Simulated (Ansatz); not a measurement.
# RPA@PBE0/def2-SVP (core potential) run of C2H5InO (SMILES C[C](=O)[InH2])

Aim: the vertical ionisation energy of C2H5InO at RPA@PBE0/def2-SVP (core potential), from 2 runs. 

Program for the calculation: Ansatz 0.2.0.

62 further runs of the same task are left out: 62 set aside as unsound or not needed.

### 1 The structure to begin with

The species is C2H5InO (9 atoms), meant as a singlet with charge 0. SMILES: `C[C](=O)[InH2]`. The shape is that of a PBE0-D4/def2-TZVP optimisation.

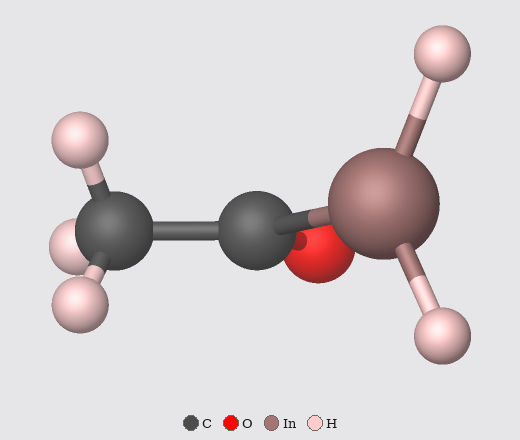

Viewed from a chosen angle; carbon dark grey, oxygen red, indium brown, hydrogen pink.

### 2 The energy at RPA@PBE0/def2-SVP (core potential)

Input file run.yaml:

```yaml
crystal:
  periodic: [false, false, false]
  atoms:
    - symbol: C
      position_ang: [0.344400, 1.188000, -0.839100]
    - symbol: C
      position_ang: [0.607000, -0.087100, -0.096200]
    - symbol: O
      position_ang: [1.705800, -0.590300, -0.051600]
    - symbol: In
      position_ang: [-0.847800, -1.304800, 1.038800]
    - symbol: H
      position_ang: [1.255300, 1.565500, -1.309800]
    - symbol: H
      position_ang: [-0.427200, 1.011100, -1.595100]
    - symbol: H
      position_ang: [-0.058700, 1.931600, -0.144300]
    - symbol: H
      position_ang: [-1.599800, -2.644700, 0.254600]
    - symbol: H
      position_ang: [-0.978900, -1.069400, 2.742600]
basis:
  gaussian:
    orbitals: def2-SVP
hamiltonian:
  xc: pbe0
correlation:
  method: rpa
  frozen_orbitals: {C: 1, H: 0, In: 4, O: 1}
accuracy: high
```

Started as:

```sh
$ ansatz run run.yaml --threads 1 --pin off --max-ram 3480MiB --events-out events.jsonl --progress --plain --runs-dir runs
```

Standard output:

```text
Warning: RAYON_NUM_THREADS=1 ignored (pool sized by the plan → 1); use --threads N
Functional definition: PBE0
  name "PBE0"
  parameter a = 0.25
  parameter kappa = 0.804
  parameter beta = 0.06672455060314922
  exchange = (1 - a)*pbe_x(kappa = kappa, mu = beta*pi^2/3) + a*exact_x
  correlation = pbe_c(beta = beta)
2299 factors; integrals over basis functions are off by at most 8.2e-9 eV
mean field evaluation 1: about -9361.2753 eV, gradient 4.9e1 eV
mean field evaluation 2: about -9361.4772 eV, gradient 4.8e1 eV
mean field evaluation 4: about -9365.3232 eV, gradient 2.7e1 eV
mean field evaluation 8: about -9366.9042 eV, gradient 8.5e-1 eV
mean field evaluation 16: about -9366.9123 eV, gradient 5.2e-4 eV
mean field -9366.91227023 eV, -344.2276768097 hartree, gradient 2.8e-8 eV, S^2 0.000000; 0 other end points of the search recorded, 0 dependent functions left out
7 core orbitals not correlated: weight in the atoms' cores, before any rotation towards them, 1.000 or more for the frozen orbitals, at most 0.000 for the correlated occupied ones
reference -9320.35453136 eV, -342.5167114644 hartree; 16, 16 occupied and 70, 70 virtual orbitals, 2299 factors
Total energy: -9342.43129778 eV, -343.3280176659 hartree
```

Run time: 19 s. Hardware: 1 thread of Arm Neoverse V2, shared host; peak memory 0.51 GiB.

### 3 The doublet cation at the same level

Input file job.yaml:

```yaml
crystal:
  periodic: [false, false, false]
  atoms:
    - {symbol: C, position_ang: [0.344400, 1.188000, -0.839100]}
    - {symbol: C, position_ang: [0.607000, -0.087100, -0.096200]}
    - {symbol: O, position_ang: [1.705800, -0.590300, -0.051600]}
    - {symbol: In, position_ang: [-0.847800, -1.304800, 1.038800]}
    - {symbol: H, position_ang: [1.255300, 1.565500, -1.309800]}
    - {symbol: H, position_ang: [-0.427200, 1.011100, -1.595100]}
    - {symbol: H, position_ang: [-0.058700, 1.931600, -0.144300]}
    - {symbol: H, position_ang: [-1.599800, -2.644700, 0.254600]}
    - {symbol: H, position_ang: [-0.978900, -1.069400, 2.742600]}
basis:
  gaussian: {orbitals: def2-SVP}
total_charge: 1
accuracy: high
magnetization: {spin_polarized: true, initial_magnetization: 1}
hamiltonian: {xc: pbe0}
correlation: {method: rpa, frozen_orbitals: {C: 1, H: 0, In: 4, O: 1}}
```

Started as:

```sh
$ ansatz run job.yaml --threads 1 --pin off --max-ram 3480MiB --events-out events.jsonl --progress --plain --runs-dir runs
```

Standard output, shortened:

```text
Warning: RAYON_NUM_THREADS=1 ignored (pool sized by the plan → 1); use --threads N
[... 2 set-up lines as earlier in the session ...]
[...]
2298 factors; integrals over basis functions are off by at most 8.2e-9 eV
[...]
mean field -9358.68890475 eV, -343.9254737023 hartree, gradient 5.6e-8 eV, S^2 0.755436; 1 other end points of the search recorded, 0 dependent functions left out
7 core orbitals not correlated: weight in the atoms' cores, before any rotation towards them, 1.000 or more for the frozen orbitals, at most 0.000 for the correlated occupied ones
reference -9312.70324021 eV, -342.2355317009 hartree; 16, 15 occupied and 70, 71 virtual orbitals, 2298 factors
Total energy: -9334.31092833 eV, -343.0295995928 hartree
```

Run time: 34 s. Hardware: 1 thread of Arm Neoverse V2, shared host; peak memory 0.65 GiB.

### 4 Results

At RPA@PBE0/def2-SVP (core potential), 7 core orbitals frozen:

```
                                          quantity          value
                     singlet C2H5InO: total energy  -343.32802 Eh
 singlet C2H5InO: RPA correlation energy (valence)     -811.3 mEh
                      doublet cation: total energy  -343.02960 Eh
  doublet cation: RPA correlation energy (valence)     -794.1 mEh
 doublet cation: ⟨S²⟩ of the reference determinant          0.755
vertical ionisation energy (to the doublet cation)       8.120 eV
```

In words: Removing an electron at fixed nuclei costs 8.12 eV (783 kJ/mol).
